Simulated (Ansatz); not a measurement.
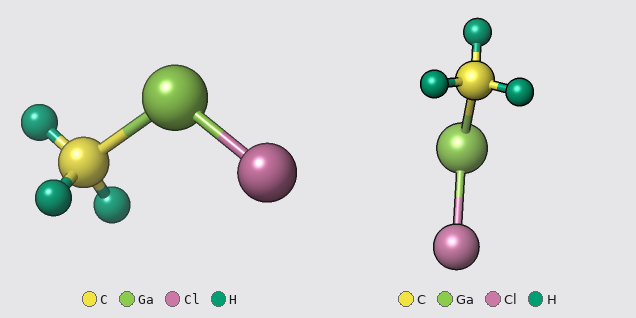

Two views of one molecule.

The species is neutral and a spin doublet. The geometry was computed by an optimisation with PBE0-D4/def2-TZVP.

> Count the atoms of each element.

CH₃ClGa, 6 atoms: 1 carbon, 3 hydrogen, 1 chlorine and 1 gallium.

> Give the symmetry (Schoenflies symbol).

Cs.

> Give a SMILES string for it.

[CH3][Ga][Cl]

> How many atoms are distinct by symmetry?

5: 1 C, 1 Ga, 1 Cl, 2 H, 1 H.

> Count the bonded pairs by element.

3 C–H, 1 C–Ga, 1 Cl–Ga.

More results for the same structure follow; atom numbers are the same in all pictures, views and colours differ.

## Geometry

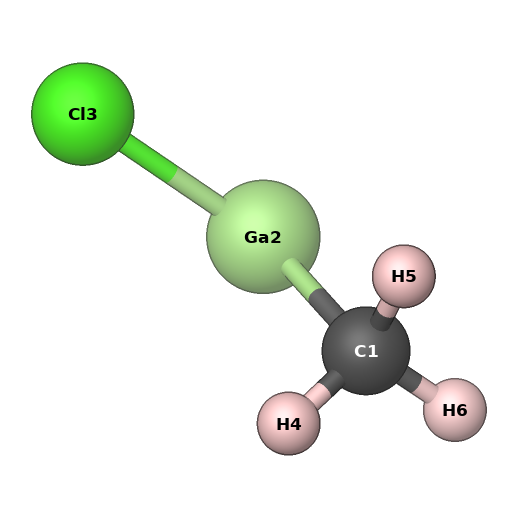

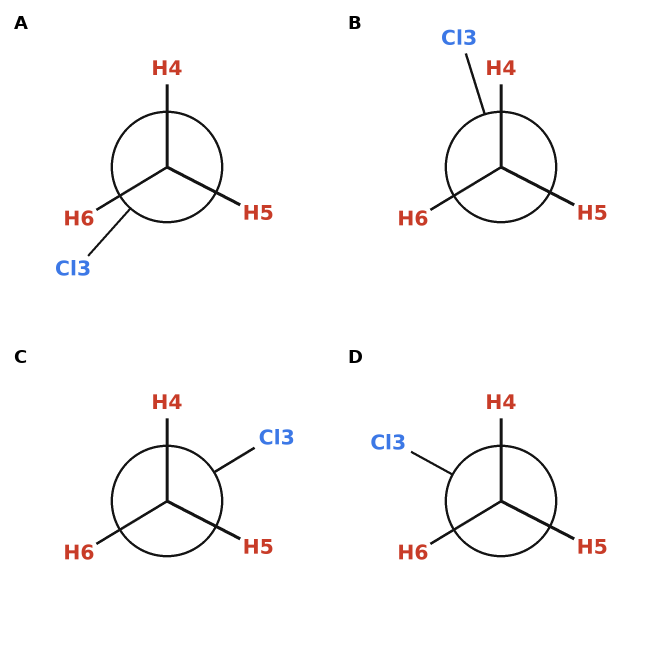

Depth is shown by fading: the farther an atom, the more it takes the colour of the background. Bonds that would overlap in a projection are set slightly apart.

> Which Newman projection shows the view along C1–Ga2, with C1 in front?

C. The torsion angle H4–C1–Ga2–Cl3 is 59°, synclinal (gauche).

## Vibrations

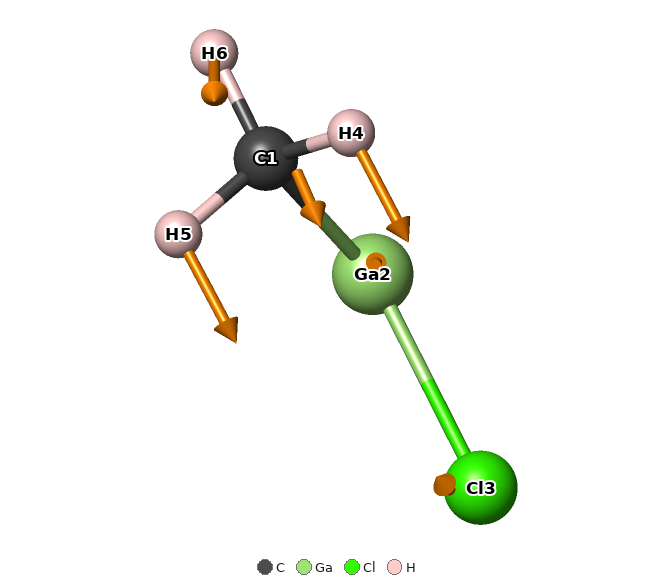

The arrows show one normal mode. Harmonic vibrations computed with UKS PBE0-D4/def2-TZVP (Ansatz 0.2.0) at a stationary point of the same level.

> Estimate its harmonic wavenumber.

132 cm⁻¹; it is mode 2 of 12 counted from the lowest.

## Dipole moment

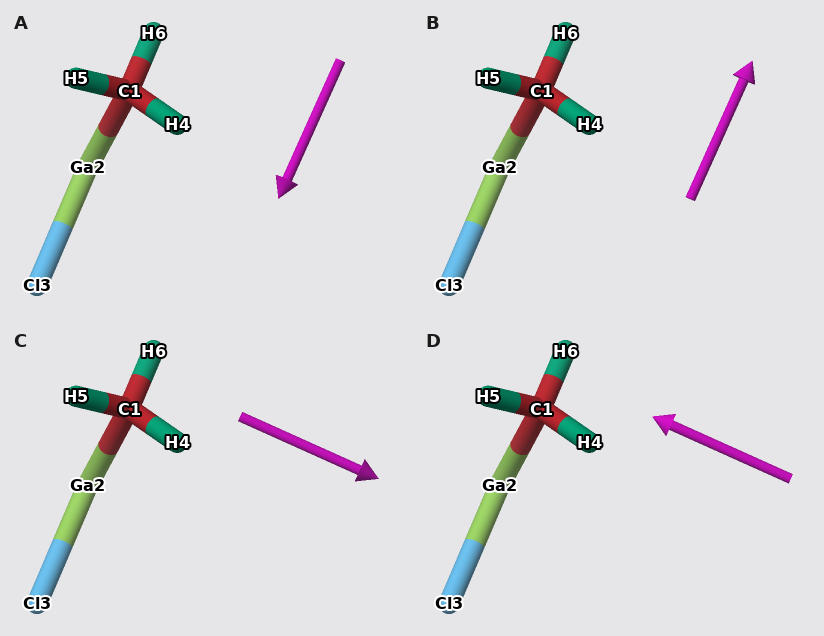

The same molecule four times, each with an arrow. Properties computed with UKS PBE0-D4/def2-TZVP (Ansatz 0.2.0).

> Which arrow points along the dipole moment, from the negative to the positive end?

B. The dipole moment is 2.62 D; it points from the side of Cl3 to the side of H6 (the outermost atoms at the two ends).

## Charges

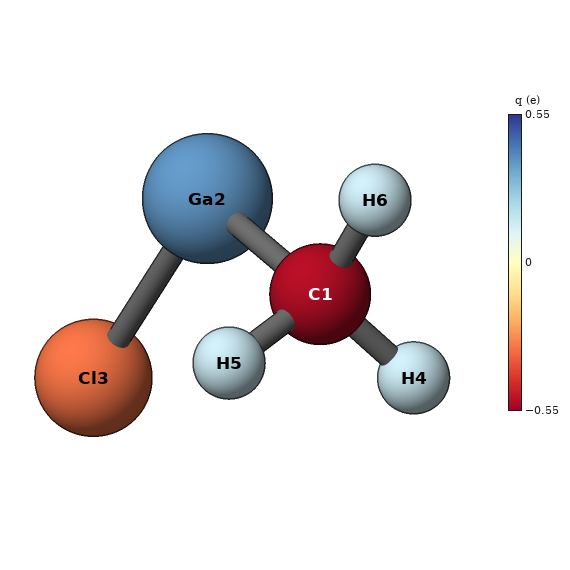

Atoms are coloured by their Mulliken charges. Level of theory: UKS PBE0-D4/def2-TZVP (Ansatz 0.2.0).

> Which atom carries the highest charge (most positive or least negative)?

Ga2 (0.37 e).

> And the lowest?

C1 (−0.51 e).

List the Mulliken charges.

| atom | value (e) |
| --- | --- |
| C1 | −0.51 |
| Ga2 | 0.37 |
| Cl3 | −0.32 |
| H4 | 0.15 |
| H5 | 0.15 |
| H6 | 0.15 |

Mulliken values depend strongly on the basis set and can even reverse the polarity of a bond.
